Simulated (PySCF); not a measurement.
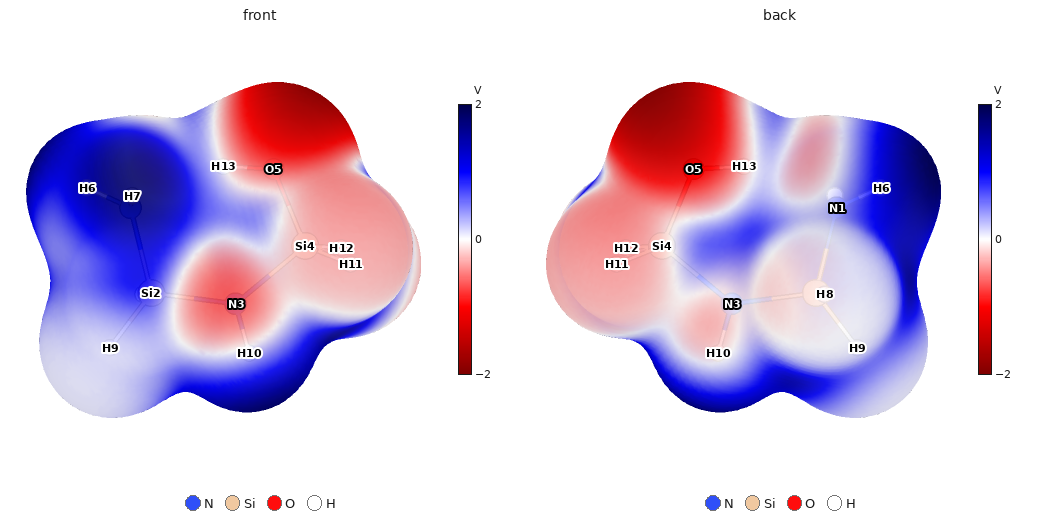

Figure. H8N2OSi2. The electrostatic potential painted on the density surface at 0.002 e/bohr³, seen from the front and from behind; red is negative and blue positive.

Geometry: GFN2-xTB.

These are results of PBE0/pcSseg-1, SCF density, gas phase, non-relativistic (PySCF), not measurements.

```xyz
13

N     1.3701    0.1129    1.0866
Si    1.0572   -0.8910   -0.2980
N    -0.2639   -0.1236   -1.0955
Si   -1.6943    0.5801   -0.3882
O    -1.3816    0.8738    1.1691
H     1.9937   -0.2549    1.7877
H     1.6191    1.0722    0.8968
H     0.7579   -2.1986    0.2939
H     2.1355   -0.9795   -1.2910
H    -0.3350   -0.3131   -2.0798
H    -2.8259   -0.3461   -0.4695
H    -1.9414    1.8372   -1.0973
H    -0.4957    0.6312    1.4674
```

Which sites attract a positive test charge, and which a negative one?

A positive charge is drawn to the negative regions and a negative charge to the positive ones. The most negative region (about −1.8 V) lies over O5, the most positive (about +1.9 V) over H6. O5 is the likeliest acceptor of a hydrogen bond.

How polar is the molecule by this calculation?

Its dipole moment is 2.99 D.
